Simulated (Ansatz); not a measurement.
C2H2ClFSi: nudged elastic band

- system: C2H2ClFSi
- method: UKS PBE0/def2-SVP (Ansatz 0.2.0)

One setting was made poor on purpose. It belongs to a series of runs on one base structure; here: an input spoilt on purpose. Figures and captions count atoms from 1; the log counts them from 0 in places.

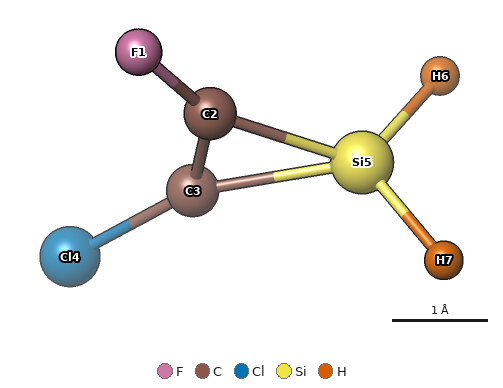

**Figure 1.** The structure as given in the input (ball-and-stick view, seen at a tilt; atoms are numbered from 1 in the order of the input). Bond lengths as drawn: C–C 1.33 Å, C–Cl 1.70 Å, C–F 1.31 Å, C–Si 1.82 to 1.84 Å and H–Si 1.49 Å.

### What the run reported

| quantity | value |
| --- | --- |
| outcome | refused by the program |
| hardware | 2 threads of Arm Neoverse V1, 24 GiB of memory available, shared host |

### What went wrong

The program refused the input: “7 input errors — fix all and re-run 1. invalid value for `neb.final_atoms`: atom 0 takes position alone, and under basis.gaussian position_ang alone 2. invalid value for `neb.final_atoms`: atom 1 takes position alone, and under basis.gaussian position_ang alone 3. invalid value for `neb.final_atoms`: atom 2 takes position alone, and under basis.gaussian position_ang alone 4 …” A deliberately poor setting: bad input.

### Input
```yaml
crystal:
  periodic: [false, false, false]
  atoms:
    - { symbol: F, position_ang: [1.11895, -1.309659, 1.519944] }
    - { symbol: C, position_ang: [0.476159, -0.57577, 0.643552] }
    - { symbol: C, position_ang: [-0.520298, -0.744044, -0.226422] }
    - { symbol: Cl, position_ang: [-1.568248, -1.981252, -0.742845] }
    - { symbol: Si, position_ang: [0.136725, 0.974225, -0.25576] }
    - { symbol: H, position_ang: [-0.599394, 2.108364, 0.372295] }
    - { symbol: H, position_ang: [1.017407, 1.460036, -1.356464] }
magnetization:
  spin_polarized: true
basis:
  gaussian: { orbitals: def2-SVP }
hamiltonian:
  xc: pbe0
neb:
  order_check: false
  images: 7
  f_tol: 0.05
  max_iterations: 8
  max_displacement: 0.02
  optimiser: fire
  final_atoms:
    - { symbol: F, position: [1.38220977, -1.4089771, 0.73878079] }
    - { symbol: C, position: [0.74639548, -0.3320375, 0.33952841] }
    - { symbol: C, position: [-0.50236847, -0.34491535, -0.17539545] }
    - { symbol: Cl, position: [-1.30851671, -1.88145489, -0.31399322] }
    - { symbol: Si, position: [-1.39025098, 1.2145544, -0.74097061] }
    - { symbol: H, position: [-0.19105853, 2.09638231, -0.35587241] }
    - { symbol: H, position: [1.32489044, 0.58834814, 0.46222249] }
  initial_path: idpp
```

Launched with:
```bash
ansatz run input.yaml --threads 2 --pin off --max-ram 3072MiB --backend cpu --events-out ev --progress --plain --runs-dir out
```

### Log
```
Error: 7 input errors — fix all and re-run
  1. invalid value for `neb.final_atoms`: atom 0 takes position alone, and under basis.gaussian position_ang alone
  2. invalid value for `neb.final_atoms`: atom 1 takes position alone, and under basis.gaussian position_ang alone
  3. invalid value for `neb.final_atoms`: atom 2 takes position alone, and under basis.gaussian position_ang alone
  4. invalid value for `neb.final_atoms`: atom 3 takes position alone, and under basis.gaussian position_ang alone
  5. invalid value for `neb.final_atoms`: atom 4 takes position alone, and under basis.gaussian position_ang alone
  6. invalid value for `neb.final_atoms`: atom 5 takes position alone, and under basis.gaussian position_ang alone
  7. invalid value for `neb.final_atoms`: atom 6 takes position alone, and under basis.gaussian position_ang alone
```
